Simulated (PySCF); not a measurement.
# C2Cl2O2 (SMILES O=C(Cl)C(=O)Cl) at CCSD(T)/cc-pVDZ

Aim: the energy change on altering one bond length of C2Cl2O2 at CCSD(T)/cc-pVDZ, from 2 runs. Input form: a Python script.

The calculation is run with PySCF 2.14.0.

2 further runs of the same task are left out: 2 set aside as unsound or not needed.

### Step 1. The molecule

The species is C2Cl2O2 (6 atoms), meant as a singlet with charge 0. SMILES: `O=C(Cl)C(=O)Cl`. The shape is that of a GFN2-xTB optimisation. This is one conformer, not always the lowest.

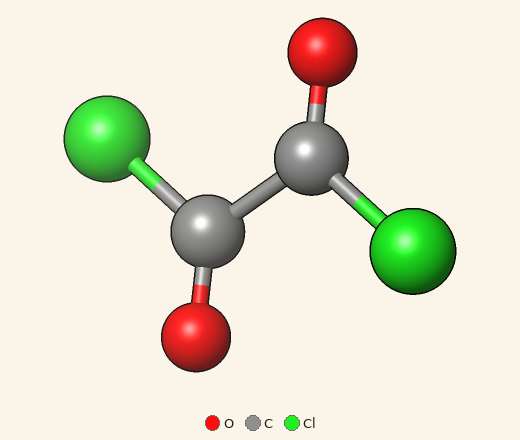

Viewed from a chosen angle; oxygen red, carbon grey, chlorine green.

### Step 2. The energy at CCSD(T)/cc-pVDZ

Input file input.py:

```python
from pyscf import gto, scf, cc

mol = gto.M(
    atom='''
O     -1.266457     0.112590    -3.048204
C     -0.684138    -0.719400    -1.053598
Cl    -1.292610    -3.799635    -0.128879
C      0.686915     0.718417     1.052143
O      1.290910    -0.120432     3.037640
Cl     1.265398     3.808460     0.140898
''',
    basis='cc-pvdz',
    verbose=3,
    unit='bohr',
    spin=0,
    max_memory=1860,
)

hf = scf.RHF(mol)
hf.conv_tol = 1e-10
hf.kernel()
if not hf.converged:
    hf = hf.newton().run(hf.mo_coeff, hf.mo_occ)

mycc = cc.CCSD(hf, frozen=14)
mycc.kernel()
e_t = mycc.ccsd_t()
e_tot = mycc.e_tot + e_t
print(f'total energy: {e_tot:.8f} hartree')
```

The run is started by

```console
$ OMP_NUM_THREADS=1 python input.py
```

What it wrote:

```text
converged SCF energy = -1144.46412211238
E(CCSD) = -1145.375643461738  E_corr = -0.9115213493543195
CCSD(T) correction = -0.0326071127311917
total energy: -1145.40825057 hartree
```

Wall time 80 s (1 thread of AMD EPYC (Zen 3), shared host); peak memory 0.48 GiB.

### Step 3. The distorted shape

Input file run.py:

```python
from pyscf import gto, scf, cc

mol = gto.M(
    atom='''
O     -1.357046     0.238404    -3.345994
C     -0.774727    -0.593586    -1.351389
Cl    -1.383200    -3.673820    -0.426670
C      0.596326     0.844231     0.754352
O      1.290910    -0.120432     3.037640
Cl     1.174809     3.934274    -0.156893
''',
    max_memory=1860,
    unit='bohr',
    verbose=3,
    charge=0,
    basis='cc-pvdz',
)

mf = scf.RHF(mol)
mf.conv_tol = 1e-10
mf.kernel()
if not mf.converged:
    mf = mf.newton().run(mf.mo_coeff, mf.mo_occ)

mycc = cc.CCSD(mf, frozen=14)
mycc.kernel()
e_t = mycc.ccsd_t()
energy = mycc.e_tot + e_t
print('Final energy', energy)
```

The run is started by

```console
$ OMP_NUM_THREADS=1 python run.py
```

What it wrote:

```text
converged SCF energy = -1144.40999694372
E(CCSD) = -1145.34163804775  E_corr = -0.9316411040335701
CCSD(T) correction = -0.0370078185573365
Final energy -1145.3786458663071
```

Run time: 72 s. Hardware: 1 thread of AMD EPYC (Zen 3), shared host; peak memory 0.48 GiB.

### Step 4. What came out

Level: CCSD(T)/cc-pVDZ, 14 core orbitals frozen.

| quantity | value |
| --- | --- |
| first shape: total energy | -1145.40825 Eh |
| first shape: dipole moment (Hartree–Fock density) | 0.01 D |
| first shape: HOMO energy (Hartree–Fock orbitals) | -12.76 eV |
| first shape: LUMO energy (Hartree–Fock orbitals) | 0.61 eV |
| first shape: HOMO–LUMO gap (Hartree–Fock orbitals) | 13.37 eV |
| first shape: correlation energy (14 core orbitals frozen) | -944.1 mEh |
| first shape: (T) correction | -32.61 mEh |
| first shape: T1 diagnostic | 0.016 |
| distorted shape: total energy | -1145.37865 Eh |
| distorted shape: dipole moment (Hartree–Fock density) | 0.90 D |
| distorted shape: HOMO energy (Hartree–Fock orbitals) | -13.02 eV |
| distorted shape: LUMO energy (Hartree–Fock orbitals) | -0.24 eV |
| distorted shape: HOMO–LUMO gap (Hartree–Fock orbitals) | 12.78 eV |
| distorted shape: correlation energy (14 core orbitals frozen) | -968.6 mEh |
| distorted shape: (T) correction | -37.01 mEh |
| distorted shape: T1 diagnostic | 0.019 |
| energy change with the C4–O5 bond stretched from 1.185 to 1.362 Å | 0.806 eV |

**Reading.** With the C4–O5 bond stretched from 1.185 to 1.362 Å the energy rises by 0.81 eV (18.6 kcal/mol). The first shape isn't relaxed at this level, so the change isn't measured from a minimum. Mulliken charges (first shape) of the mean-field density run from -0.20 on O5 to +0.23 on C2. The triples (first shape) make up 3.5 % of the correlation energy. Mulliken charges (distorted shape) of the mean-field density run from -0.33 on O5 to +0.26 on C2. The triples (distorted shape) make up 3.8 % of the correlation energy.
